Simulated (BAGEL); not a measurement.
**C3H5Si− (SMILES [C-]#CC[SiH3]): B3LYP/6-31G(d) (density fitting with qzvpp-jkfit, spherical functions)**

Aim: the energy change on altering one bond length of C3H5Si− at B3LYP/6-31G* (density fitting with qzvpp-jkfit, spherical functions), from 2 runs. 

Program for the calculation: BAGEL 1.2.2.

3 further runs of the same task are left out: 3 set aside as unsound or not needed. Runs told in other sessions of the task aren't counted.

**1. The structure to begin with**

C3H5Si−: 9 atoms, total charge -1, spin state singlet. As SMILES, `[C-]#CC[SiH3]`. The shape is that of a GFN2-xTB optimisation.

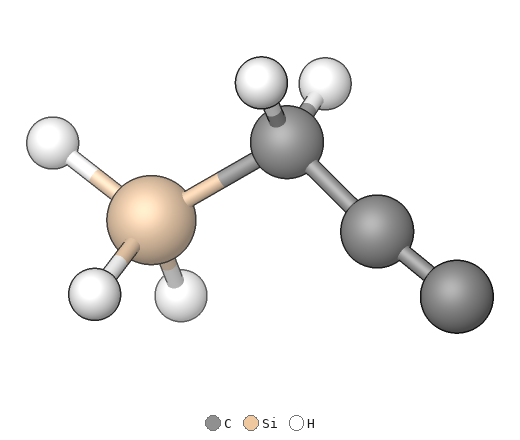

The structure, seen from a chosen angle (carbon grey, silicon light orange, hydrogen white).

**2. The energy at B3LYP/6-31G(d) (density fitting with qzvpp-jkfit, spherical functions)**

input.json

```json
{ "bagel": [

{
  "title": "molecule",
  "basis": "6-31gs.json",
  "df_basis": "qzvpp-jkfit",
  "angstrom": true,
  "geometry": [
    { "atom": "C", "xyz": [       2.810670,      -0.380620,      -0.310230 ] },
    { "atom": "C", "xyz": [       1.661760,       0.044710,      -0.313620 ] },
    { "atom": "C", "xyz": [       0.304720,       0.676410,      -0.384130 ] },
    { "atom": "Si", "xyz": [      -0.980500,      -0.456710,       0.396080 ] },
    { "atom": "H", "xyz": [       0.030380,       0.887930,      -1.434660 ] },
    { "atom": "H", "xyz": [       0.304490,       1.654530,       0.132760 ] },
    { "atom": "H", "xyz": [      -2.392680,       0.031900,       0.403870 ] },
    { "atom": "H", "xyz": [      -1.055770,      -1.749510,      -0.307620 ] },
    { "atom": "H", "xyz": [      -0.683080,      -0.708630,       1.817550 ] }
  ]
},

{
  "title": "ks",
  "xc_func": "b3lyp",
  "charge": -1
},

{
  "title": "print",
  "file": "orbitals.molden",
  "orbitals": true
}

]}
```

The basis set 6-31G* is read from a file made from the Basis Set Exchange's data (not shown).

Run with:

```bash
$ BAGEL_NUM_THREADS=1 BAGEL input.json > input.out
```

What it wrote:

```text
* using 1 threads per process

  ===============================================================
  ===============================================================

  *** Geometry ***

  { "atom" : "C", "xyz" : [      5.311397,     -0.719268,     -0.586250 ] },
  { "atom" : "C", "xyz" : [      3.140271,      0.084490,     -0.592656 ] },
  { "atom" : "C", "xyz" : [      0.575837,      1.278230,     -0.725900 ] },
  { "atom" : "Si", "xyz" : [     -1.852876,     -0.863057,      0.748483 ] },
  { "atom" : "H", "xyz" : [      0.057410,      1.677945,     -2.711114 ] },
  { "atom" : "H", "xyz" : [      0.575403,      3.126609,      0.250880 ] },
  { "atom" : "H", "xyz" : [     -4.521510,      0.060282,      0.763204 ] },
  { "atom" : "H", "xyz" : [     -1.995116,     -3.306095,     -0.581318 ] },
  { "atom" : "H", "xyz" : [     -1.290834,     -1.339117,      3.434672 ] },

  Number of auxiliary basis functions:      443

  Since a DF basis is specified, we compute 2- and 3-index integrals:
    o Being stored without compression. Storage requirement is 0.017 GB

  Number of basis functions:       70
  Number of electrons      :       37

    * METHOD: MOLECULE                             0.19

  *** Kohn-Sham DFT ***

    * Removing 16155 points whose weight is below 1.00e-10
    * Grid points: 117999

  === Nuclear Repulsion ===
   128.1866195449

       - DIIS with orbital gradients will be used.

  === KS iteration (b3lyp / 6-31gs.json) ===
      0       -381.01841856          0.14929113           0.32
      1       -373.53988924          0.14016226           0.29
      2       -367.64215865          0.23067798           0.30
      3       -395.80612366          0.13810735           0.30
      4       -401.59543941          0.09109681           0.30
      5       -402.83643649          0.08301711           0.29
      6       -403.22785515          0.08102639           0.30
      7       -383.48881500          0.16076015           0.29
      8       -406.64445832          0.01261779           0.30
      9       -406.66384727          0.01010641           0.30
     10       -406.69528311          0.00386286           0.30
     11       -406.69888284          0.00197063           0.30
     12       -406.69953205          0.00151602           0.30
     13       -406.70043692          0.00016044           0.30
     14       -406.70044564          0.00003542           0.30
     15       -406.70044632          0.00000994           0.30
     16       -406.70044636          0.00000144           0.30
     17       -406.70044636          0.00000066           0.30
     18       -406.70044636          0.00000015           0.30
     19       -406.70044636          0.00000011           0.30
     20       -406.70044636          0.00000003           0.30
     21       -406.70044636          0.00000001           0.30
     22       -406.70044636          0.00000000           0.30
    * SCF iteration converged.

    * Permanent dipole moment:
           (    3.391225,    -0.705120,    -0.253631) a.u.

    * METHOD: KS                                   7.50

    * METHOD: PRINT                                0.01

  ===============================================================
```

It took 8.1 s on 1 thread of Arm Neoverse V1, shared host; peak memory 0.4 GiB.

**3. The distorted shape**

dft.json

```json
{ "bagel" : [

{
  "title" : "molecule",
  "basis" : "6-31gs.json",
  "df_basis" : "qzvpp-jkfit",
  "angstrom" : true,
  "geometry" : [
    { "atom" : "C", "xyz" : [    2.810704,   -0.527301,   -0.387744 ] },
    { "atom" : "C", "xyz" : [    1.661794,   -0.101971,   -0.391134 ] },
    { "atom" : "C", "xyz" : [    0.304754,    0.529729,   -0.461644 ] },
    { "atom" : "Si", "xyz" : [   -0.980466,   -0.603391,    0.318566 ] },
    { "atom" : "H", "xyz" : [    0.030414,    0.741249,   -1.512174 ] },
    { "atom" : "H", "xyz" : [    0.304490,    1.654530,    0.132760 ] },
    { "atom" : "H", "xyz" : [   -2.392646,   -0.114781,    0.326356 ] },
    { "atom" : "H", "xyz" : [   -1.055736,   -1.896191,   -0.385134 ] },
    { "atom" : "H", "xyz" : [   -0.683046,   -0.855311,    1.740036 ] }
  ]
},
{ "title" : "ks", "xc_func" : "b3lyp", "charge" : -1 },
{ "title" : "print", "file" : "orbitals.molden", "orbitals" : true }

]}
```

The basis set 6-31G* is read from a file made from the Basis Set Exchange's data (not shown).

Run with:

```bash
$ BAGEL_NUM_THREADS=1 BAGEL dft.json > dft.out
```

What it wrote:

```text
* using 1 threads per process

  ===============================================================
  ===============================================================

  *** Geometry ***

  { "atom" : "C", "xyz" : [      5.311461,     -0.996454,     -0.732730 ] },
  { "atom" : "C", "xyz" : [      3.140336,     -0.192697,     -0.739136 ] },
  { "atom" : "C", "xyz" : [      0.575902,      1.001043,     -0.872381 ] },
  { "atom" : "Si", "xyz" : [     -1.852812,     -1.140244,      0.602002 ] },
  { "atom" : "H", "xyz" : [      0.057474,      1.400758,     -2.857595 ] },
  { "atom" : "H", "xyz" : [      0.575403,      3.126609,      0.250880 ] },
  { "atom" : "H", "xyz" : [     -4.521446,     -0.216905,      0.616723 ] },
  { "atom" : "H", "xyz" : [     -1.995052,     -3.583282,     -0.727798 ] },
  { "atom" : "H", "xyz" : [     -1.290770,     -1.616304,      3.288191 ] },

  Number of auxiliary basis functions:      443

  Since a DF basis is specified, we compute 2- and 3-index integrals:
    o Being stored without compression. Storage requirement is 0.017 GB

  Number of basis functions:       70
  Number of electrons      :       37

    * METHOD: MOLECULE                             0.19

  *** Kohn-Sham DFT ***

    * Removing 15939 points whose weight is below 1.00e-10
    * Grid points: 118215

  === Nuclear Repulsion ===
   127.5282369480

       - DIIS with orbital gradients will be used.

  === KS iteration (b3lyp / 6-31gs.json) ===
      0       -381.03249428          0.14894255           0.31
      1       -373.76441787          0.14048569           0.29
      2       -368.80163466          0.22655149           0.30
      3       -396.58081393          0.13298001           0.30
      4       -401.71665676          0.08993128           0.30
      5       -403.08314121          0.07990627           0.30
      6       -403.30469735          0.08029658           0.30
      7       -387.94396032          0.16669663           0.30
      8       -406.08940099          0.04128970           0.29
      9       -406.60229499          0.01475279           0.30
     10       -406.65761261          0.00953284           0.30
     11       -406.68803191          0.00212248           0.30
     12       -406.68917158          0.00080698           0.30
     13       -406.68951554          0.00013817           0.30
     14       -406.68952180          0.00002975           0.30
     15       -406.68952215          0.00001219           0.29
     16       -406.68952219          0.00000788           0.30
     17       -406.68952221          0.00000358           0.30
     18       -406.68952221          0.00000160           0.30
     19       -406.68952221          0.00000024           0.30
     20       -406.68952221          0.00000010           0.30
     21       -406.68952221          0.00000002           0.30
     22       -406.68952221          0.00000001           0.29
     23       -406.68952221          0.00000000           0.30
    * SCF iteration converged.

    * Permanent dipole moment:
           (    3.350829,    -0.597464,    -0.221767) a.u.

    * METHOD: KS                                   7.77

    * METHOD: PRINT                                0.01

  ===============================================================
```

Wall time 8.1 s (1 thread of Arm Neoverse V1, shared host); peak memory 0.4 GiB.

**4. What came out**

Level: B3LYP/6-31G* (density fitting with qzvpp-jkfit, spherical functions).

| quantity | value |
| --- | --- |
| first shape: total energy | -406.70045 Eh |
| first shape: HOMO energy | 0.42 eV |
| first shape: LUMO energy | 4.84 eV |
| first shape: HOMO–LUMO gap (to an unbound level, set by the basis) | 4.42 eV |
| distorted shape: total energy | -406.68952 Eh |
| distorted shape: HOMO energy | 0.33 eV |
| distorted shape: LUMO energy | 4.77 eV |
| distorted shape: HOMO–LUMO gap (to an unbound level, set by the basis) | 4.44 eV |
| energy change with the C3–H6 bond stretched from 1.106 to 1.272 Å | 0.297 eV |

**Reading.** With the C3–H6 bond stretched from 1.106 to 1.272 Å the energy rises by 0.30 eV (6.9 kcal/mol). The first shape isn't relaxed at this level, so the change isn't measured from a minimum. The HOMO (first shape) lies at positive energy, 0.42 eV, from the functional's self-interaction, a short basis or an electron that isn't bound; only total energies against the neutral tell. The HOMO (distorted shape) lies at positive energy, 0.33 eV, from the functional's self-interaction, a short basis or an electron that isn't bound; only total energies against the neutral tell.
